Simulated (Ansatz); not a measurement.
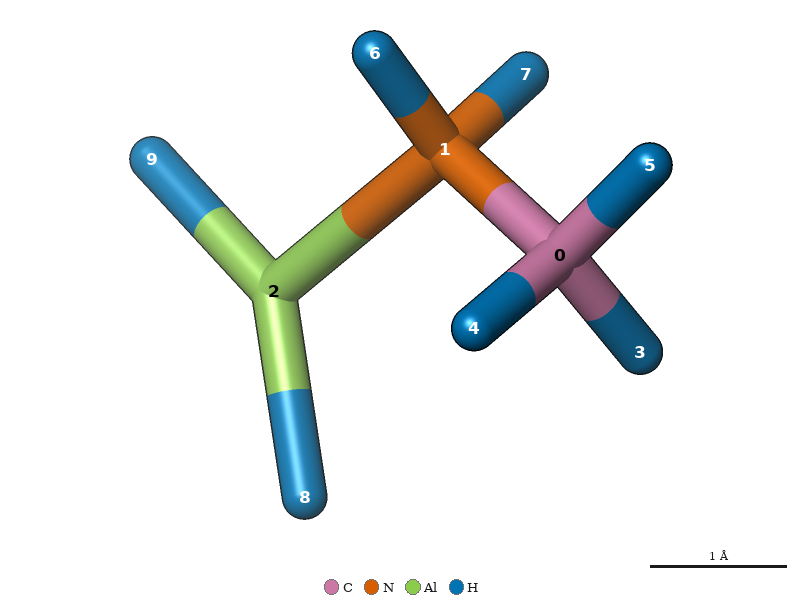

The picture shows the input geometry. Atoms are numbered from 0, in the order of the input.

Input file:

```yaml
crystal:
  periodic: [false, false, false]
  atoms:
    - {symbol: C, position_ang: [1.079455, -0.646313, -0.186964]}
    - {symbol: N, position_ang: [0.002015, 0.004893, 0.619790]}
    - {symbol: Al, position_ang: [-1.451129, 0.860676, -0.409637]}
    - {symbol: H, position_ang: [1.542040, 0.099388, -0.830785]}
    - {symbol: H, position_ang: [0.639751, -1.424996, -0.807601]}
    - {symbol: H, position_ang: [1.831039, -1.082579, 0.468898]}
    - {symbol: H, position_ang: [-0.398186, -0.682458, 1.261868]}
    - {symbol: H, position_ang: [0.425764, 0.695542, 1.243294]}
    - {symbol: H, position_ang: [-1.123094, 0.800876, -1.933256]}
    - {symbol: H, position_ang: [-2.547656, 1.374982, 0.574403]}
basis:
  gaussian: {orbitals: def2-TZVPP}
total_charge: 1
hamiltonian: {xc: {name: wB97M-V}}
```

Command:

```sh
ansatz run in.yaml --threads 2 --pin off --events-out ev --progress --plain --max-ram 4352MiB
```

What the program printed:

```
Functional definition: wB97M-V
  name "wB97M-V"
  cite "Mardirossian & Head-Gordon, J. Chem. Phys. 144, 214110 (2016) doi:10.1063/1.4952647"
  cite "Becke, J. Chem. Phys. 107, 8554 (1997) doi:10.1063/1.475007"
  cite "Vydrov & Van Voorhis, J. Chem. Phys. 133, 244103 (2010) doi:10.1063/1.3521275"
  # Of w^i u^j: cxij and so on, Table III.
  parameter omega = 0.3/bohr
  parameter cx = 0.15
  parameter cx01 = 1.007
  parameter cx10 = 0.259
  parameter css00 = 0.443
  parameter css04 = -1.437
  parameter css10 = -4.535
  parameter css20 = -3.390
  parameter css43 = 4.278
  parameter cos00 = 1.000
  parameter cos10 = 1.358
  parameter cos20 = 2.924
  parameter cos21 = -8.812
  parameter cos60 = -1.390
  parameter cos61 = 9.142
  parameter b = 6.0
  parameter c = 0.01
  gx(w, u) = 1 - cx + cx01*u + cx10*w
  gss(w, u) = css00 + css04*u^4 + css10*w + css20*w^2 + css43*w^4*u^3
  gos(w, u) = cos00 + cos10*w + (cos20 + cos21*u)*w^2 + (cos60 + cos61*u)*w^6
  exchange = spin_sum(e_x_unif_sr(omega)*gx(b97_w, b97_u_x)) + cx*exact_x_sr(omega) + exact_x_lr(omega)
  correlation = spin_sum(e_c_pw_mod_same_spin*gss(b97_w, b97_u_same))
      + integral(e_c_pw_mod_opposite_spin*gos(b97_w_opposite, b97_u_opposite)) + vv10(b, c)
1020 factors; their error is unknown
279 factors; integrals over basis functions are off by at most 1.4e-5 eV
mean field evaluation 1: about -9222.3149 eV, gradient 6.6e1 eV
mean field evaluation 2: about -9224.0571 eV, gradient 5.9e1 eV
mean field evaluation 4: about -9230.8789 eV, gradient 2.2e0 eV
mean field evaluation 8: about -9230.8961 eV, gradient 4.9e-2 eV
mean field evaluation 16: about -9230.8894 eV, gradient 4.8e-5 eV
mean field -9230.88937114 eV, -339.2289274680 hartree, gradient 4.8e-5 eV, S^2 0.000000; 0 other end points of the search recorded, 0 dependent functions left out
reference -9230.88942490 eV, -339.2289294436 hartree; 16, 16 occupied and 186, 186 virtual orbitals, 1020 factors
Total energy: -9230.88942490 eV, -339.2289294436 hartree
```
